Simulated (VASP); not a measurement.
Band structure of RbH (space group Fm-3m). These are PBEsol GGA with spin-orbit coupling, VASP's PBE PAW potentials (set 64) (plane waves; VASP) values and carry that method's errors.

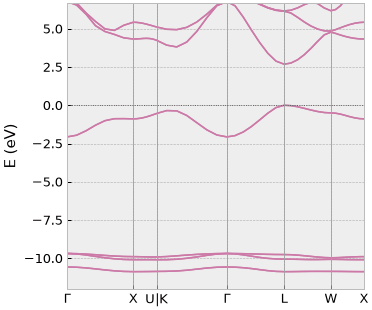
Fig. 1. Bands along high-symmetry lines, zero at the valence-band maximum or, without a gap, the Fermi level

**Question.** Read the plot: is there a gap, and where are the band edges?

**Answer.** The gap is direct, 2.68 eV, from the valence maximum at L to the conduction minimum at L.

The structure comes from a computed database's RbH entry (Fm-3m); how it stands against other phases isn't given here. It was relaxed first.
